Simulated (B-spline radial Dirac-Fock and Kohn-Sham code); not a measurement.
Iron in charge state +7 (Fe⁷⁺), configuration [Ar] 3d1. Computed with a radial B-spline solver: Thomson × f² and Klein–Nishina × S on Dirac–Fock densities, without anomalous dispersion.

Predict the main features of the following plot. Coherent and incoherent photon scattering cross sections against photon energy, computed at the marked points and joined by straight lines.

Coherent scattering falls from 236 b at 1.00 keV to 0.0390 b at 1.00 MeV. Incoherent scattering is largest at 17.5 keV among the points computed (6.44 b), and it overtakes the coherent part between 17.5 keV and 500 keV.

The computed plot:

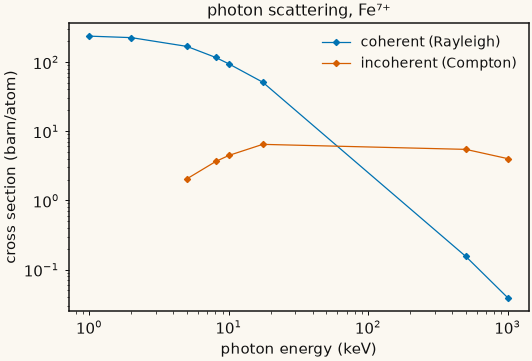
